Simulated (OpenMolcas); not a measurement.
# Hf²⁺ among point charges: CASSCF levels and susceptibility

Aim: the splitting of the states of Hf²⁺ in the field of 5 point charges, its lowest levels with spin-orbit coupling and its magnetic susceptibility.

Program: OpenMolcas 26.06. Level of theory: state-averaged CASSCF, spin-orbit coupling by RASSI with atomic mean-field integrals. These are calculated values, not measurements, unless marked.

1 further run of the same task is left out (it didn't finish).

## Step 1: The system

* Species: Hf²⁺ (hafnium, Z = 72, 70 electrons)
* Basis: ANO-RCC-VDZP [7s6p4d2f1g], 68 functions
* Scalar Hamiltonian: DKH2, point nucleus
* Inactive shells: 1s 2s 2p 3s 3p 3d 4s 4p 4d 4f 5s 5p
* Active space: 2 electrons in 5 orbitals (5d)
* Some configurations of this space: 5d²
* Orbitals: optimised for each spin and parity, averaged over all roots

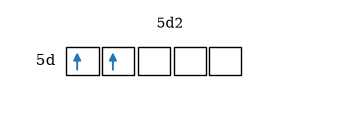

Occupation of the outer shells (arrows by Hund's rule).

The ion sits among 5 point charges of -2 e arranged as a trigonal bipyramid (D3h), 2.38 Å from the ion, with the axial distance 2.142 Å. The active orbitals were held to one l.

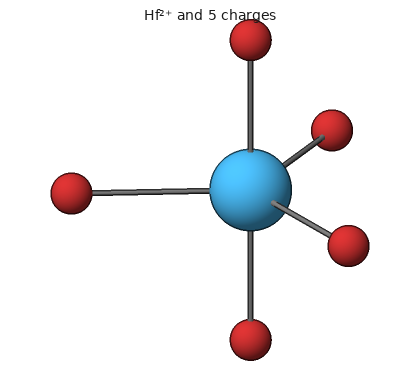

The ion and the point charges (red).

Each step is its own input file, run in one work folder so that later steps find the files of earlier ones. Labels, J, g values, rates, χT and fits are worked out afterwards by a script from the matrices that RASSI stores.

## Step 2: One- and two-electron integrals

Input file a.inp:

```
&GATEWAY
Coord
1

Hf 0.0 0.0 0.0
Basis=ANO-RCC-VDZP
Group=NoSym
NoMove
AngMom=0.0 0.0 0.0
AMFI
XField
5 Angstrom 0
2.380000 0.000000 0.000000 -2.000000
-1.190000 2.061140 0.000000 -2.000000
-1.190000 -2.061140 0.000000 -2.000000
0.000000 0.000000 2.142000 -2.000000
0.000000 0.000000 -2.142000 -2.000000
&SEWARD
```

Run with:

```sh
OMP_NUM_THREADS=1 MOLCAS_MEM=1689 MOLCAS_PROJECT=a pymolcas a.inp > a.log
```

Output:

```text
Basis set label: HF.ANO-RCC...7S6P4D2F1G.

      Electronic valence basis set:
      ------------------
      Associated Effective Charge  72.000000 au
      Associated Actual Charge     72.000000 au
      Nuclear Model: Point charge

      Shell  nPrim  nBasis  Cartesian Spherical Contaminant
         s      24       7        X
         p      21       6        X
         d      15       4                 X
         f      11       2                 X
         g       4       1                 X
                  Relativistic Douglas-Kroll-Hess integrals:
                    - DKH order of Hamiltonian: 2
                    - DKH order of Properties : 0
                  Atomic mean-field integrals
```

## Step 3: Reference wave functions, triplets, 10 roots

Input file a.inp:

```
&RASSCF
FileOrb=start.orb
Symmetry=1
Spin=3
nActEl=2 0 0
Inactive=34
Ras2=5
CIRoot=10 10 1
SDav=10
CIMx=300
Iter=120 100
PrWF=0.3
OrbListing=Nothing
MaxOrb=0
SupSym
1
20 10 11 12 13 14 19 20 21 22 23 35 36 37 38 39 48 49 50 51 52
>>> COPY $Project.JobIph JOB001
```

start.orb holds the contracted functions of the basis, ordered by shell, or the orbitals of the step before.

Output (excerpt; [...] marks lines left out):

```text
[...]
      Number of active orbitals                  5
[...]
      Spin quantum number                      1.0
[...]
      Active orbitals                            5
[...]
      Number of CSFs                            10
      Number of root(s) required                10
[...]
      Convergence after  9 iterations
[...]
      Natural orbitals and occupation numbers for root  1
      sym 1:   0.170098   0.170098   0.000000   0.829902   0.829902
      Natural orbitals and occupation numbers for root  2
      sym 1:   0.499999   0.500001  -0.000000   0.499999   0.500001
      Natural orbitals and occupation numbers for root  3
      sym 1:   0.499999   0.500001  -0.000000   0.500001   0.499999
::    RASSCF root number  1 Total energy: -15068.03656772
::    RASSCF root number  2 Total energy: -15068.03588783
::    RASSCF root number  3 Total energy: -15068.03588783
[...]
::    RASSCF root number  7 Total energy: -15067.90898162
::    RASSCF root number  8 Total energy: -15067.90898159
::    RASSCF root number  9 Total energy: -15067.88670325
::    RASSCF root number 10 Total energy: -15067.88670325
```

## Step 4: CASSCF: singlets, 15 roots

Input file a.inp:

```
&RASSCF
FileOrb=start.orb
Symmetry=1
Spin=1
nActEl=2 0 0
Inactive=34
Ras2=5
CIRoot=15 15 1
SDav=15
CIMx=300
Iter=120 100
PrWF=0.3
OrbListing=Nothing
MaxOrb=0
SupSym
1
20 10 11 12 13 14 19 20 21 22 23 35 36 37 38 39 48 49 50 51 52
>>> COPY $Project.JobIph JOB002
```

Output (excerpt; [...] marks lines left out):

```text
[...]
      Number of active orbitals                  5
[...]
      Spin quantum number                      0.0
[...]
      Active orbitals                            5
[...]
      Number of CSFs                            15
      Number of root(s) required                15
[...]
      Convergence after  8 iterations
[...]
      Natural orbitals and occupation numbers for root  1
      sym 1:   0.500946   0.500946  -0.000000   0.499054   0.499054
      Natural orbitals and occupation numbers for root  2
      sym 1:   0.499054   0.500946  -0.000000   0.500946   0.499054
      Natural orbitals and occupation numbers for root  3
      sym 1:   0.526497   0.526502   0.002002   0.472500   0.472500
::    RASSCF root number  1 Total energy: -15068.00285533
::    RASSCF root number  2 Total energy: -15068.00285533
::    RASSCF root number  3 Total energy: -15067.99898624
[...]
::    RASSCF root number 12 Total energy: -15067.86766573
::    RASSCF root number 13 Total energy: -15067.86448789
::    RASSCF root number 14 Total energy: -15067.86448789
::    RASSCF root number 15 Total energy: -15067.70898762
```

## Step 5: State interaction with spin-orbit coupling

Input file a.inp:

```
&RASSI
NrOfJobIphs=2 10 15
1 2 3 4 5 6 7 8 9 10
1 2 3 4 5 6 7 8 9 10 11 12 13 14 15
IphNames
JOB001
JOB002
EJob
SpinOrbit
DIPRint=1.0
SOCoupling=1000.0
Subsets=2
Property=9
'ANGMOM' 1 'ANGMOM' 2 'ANGMOM' 3 'MLTPL  1' 1 'MLTPL  1' 2 'MLTPL  1' 3
'AMFI' 1 'AMFI' 2 'AMFI' 3
SOProperty=3
'ANGMOM' 1 'ANGMOM' 2 'ANGMOM' 3
```

Output (excerpt; [...] marks lines left out):

```text
SPIN-FREE ENERGIES:
  (Shifted by EMIN (a.u.) =     -15068.0365677228)
 SF State       Relative EMIN(au)   Rel lowest level(eV)    D:o, cm**(-1)      L_eff
     1             0.0000000000        0.0000000000              0.0000         3.0
     2             0.0006798975        0.0185009532            149.2203         3.0
     3             0.0006798975        0.0185009532            149.2203         3.0
     4             0.0127702357        0.3474958157           2802.7428         2.6
     5             0.0127702371        0.3474958551           2802.7431         2.6
    11             0.0337123879        0.9173608084           7399.0139         2.3
    12             0.0337123884        0.9173608214           7399.0140         2.3
    13             0.0375814831        1.0226442511           8248.1821         2.8
     6             0.0386577466        1.0519308735           8484.3947         1.0
    14             0.0386587348        1.0519577646           8484.6116         3.1
[...]
Eigenvalues of complex Hamiltonian:
   -----------------------------------
  (Shifted by EMIN (a.u.) =     -15068.0365677228)
 SO State       Relative EMIN(au)   Rel lowest level(eV)    D:o, cm**(-1)     J-value
     1            -0.0100614240        0.0000000000              0.0000         1.5
     2            -0.0100614235        0.0000000145              0.0001         1.5
     3            -0.0072410890        0.0767452252            618.9920         2.2
     4            -0.0039653530        0.1658825435           1337.9329         2.5
     5            -0.0039653525        0.1658825574           1337.9331         2.5
     6             0.0001247771        0.2771806530           2235.6127         1.7
     7             0.0001247771        0.2771806530           2235.6127         1.7
     8             0.0089630295        0.5176817523           4175.3849         2.6
     9             0.0092126864        0.5244752615           4230.1783         1.5
    10             0.0092126864        0.5244752615           4230.1783         1.5
    11             0.0122844750        0.6080628888           4904.3579         3.1
[...]
```

Time for these steps: 4.2 s (1 thread of AMD EPYC 9R45 (Zen 5), shared host).

States without spin-orbit coupling:

| state | degeneracy | E (cm-1) | free-ion L (%) |
| --- | --- | --- | --- |
| 3A2 | 1 | 0 | F (100) |
| triplet | 2 | 149 | F (100) |
| 3E | 2 | 2803 | F (73) |
| 1E | 2 | 7399 | D (88) |
| 1A1 | 1 | 8248 | D (67) |
| 3A2 | 1 | 8484 | P (100) |
| 1E | 2 | 8485 | G (51) |
| singlet | 2 | 10618 | G (100) |
| 1E | 2 | 11210 | G (100) |
| 1A1 | 1 | 21749 | S (67) |
| 3E | 2 | 28002 | F (100) |
| 3E | 2 | 32891 | P (73) |
| 1E | 2 | 37070 | D (51) |
| 1E | 2 | 37767 | G (88) |
| 1A1 | 1 | 71896 | G (45) |

With spin-orbit coupling:

```
E (cm-1)  Degeneracy  Label  2S+1               g
     0.0           2      E     3  0.00 0.00 2.04
   619.0           1     A1     3                
    1338           2      E     3  0.00 0.00 3.55
    2236           2            3  0.00 0.00 6.00
    4175           1     A2     3                
    4230           2      E     3  0.00 0.00 9.97
    4904           2      E     3  0.00 0.00 2.44
    5137           1     A1     3                
    5705           2      E     3  0.00 0.00 5.99
    9097           1     A1     3                
    9186           2      E     3  0.00 0.00 2.87
   10724           2      E     1  0.00 0.00 3.98
   11800           2      E     3  0.00 0.00 3.13
   12009           1     A1     1                
   12773           2            1  0.00 0.00 6.01
   13603           2      E     1  0.00 0.00 8.04
   24303           1     A1     1                
   28798           2      E     3  0.00 0.00 0.05
   30017           2      E     3  0.00 0.00 4.04
   31834           2            3  0.00 0.00 7.99
   34487           1     A2     3                
   34597           1     A1     3                
   35141           2      E     3  0.00 0.00 1.98
   35819           2      E     3  0.00 0.00 5.86
```

Labels of spin-orbit levels are those of the rotation subgroup (D3 for D3h). Principal g values are given for doublets only; a zero marks a field direction without first-order Zeeman splitting.

Powder χT (cm³ K/mol): 0.13 at 2 K, 0.13 at 5 K, 0.13 at 10 K, 0.14 at 20 K, 0.14 at 50 K, 0.16 at 100 K, 0.17 at 150 K, 0.19 at 200 K, 0.20 at 250 K, 0.22 at 300 K.

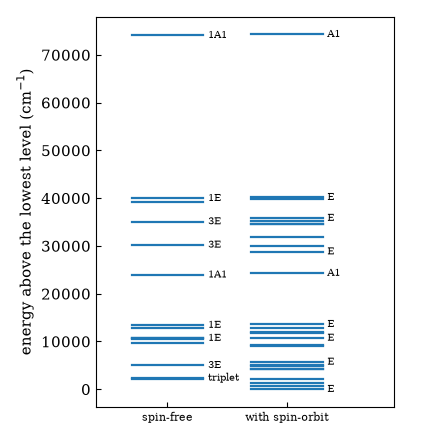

The states in the field without (left) and with (right) spin-orbit coupling.

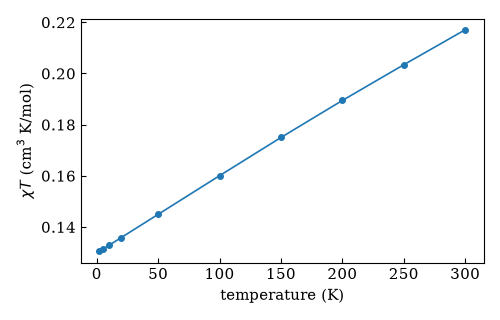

χT against temperature.

## Step 6: Outcome

```
                                            quantity                            value
                                              method                           CASSCF
                              spin-free ground state  3A2, 1-fold in its orbital part
first state of the same spin within the active space              triplet at 149 cm⁻¹
                                        lowest level   2-fold E, g = 0.00, 0.00, 2.04
                                          next level                       619.0 cm⁻¹
                                         χT at 300 K                   0.22 cm³ K/mol
                           effective moment at 300 K                          1.32 μB
```

In words: The spin-free ground state (3A2) comes to 100 % from free-ion F terms and keeps the highest spin of the shell. χT at 300 K is 0.22, against 1.00 cm³ K/mol for the spin alone, so spin-orbit coupling lowers it. The field of point charges can differ much from that of real complexes. Point charges carry no covalency, so the field is a model and not that of real ligands.
